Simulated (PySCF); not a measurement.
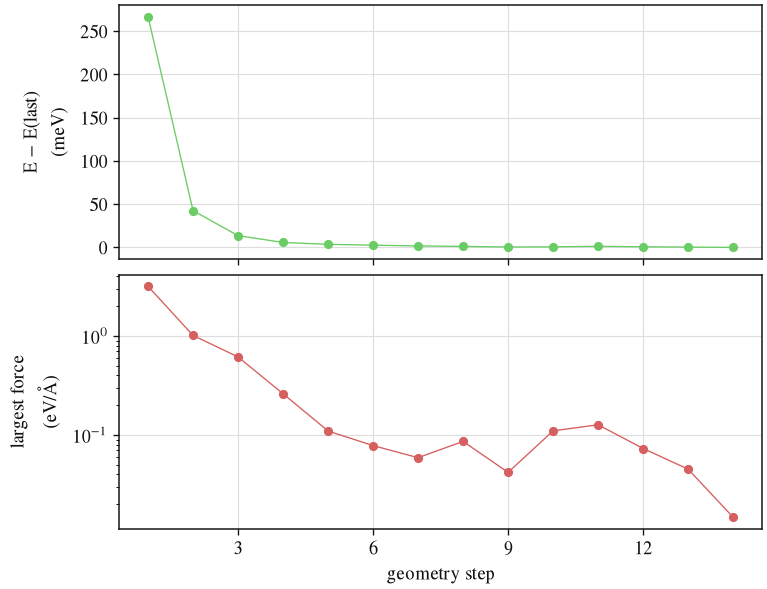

History of a geometry optimisation.

- system: C5H6F3O3S (SMILES C[C@@]1(S(=O)(=O)[O-])C[C@H]1C(F)(F)F) (charge −1)
- method: PBE0-D3(BJ)/def2-SVP, geometry optimisation (PySCF 2.14.0, density fitting)

How did the optimisation end?

Answer. The optimisation met its thresholds at geometry 14, counting the start as the first. The energy fell by about 270 meV from the first step to the last. The largest force goes from about 3.2 eV/Å at the start to 0.015 eV/Å at the end.

By which step was nine tenths of the energy gained?

Answer. By step 3 of 14.
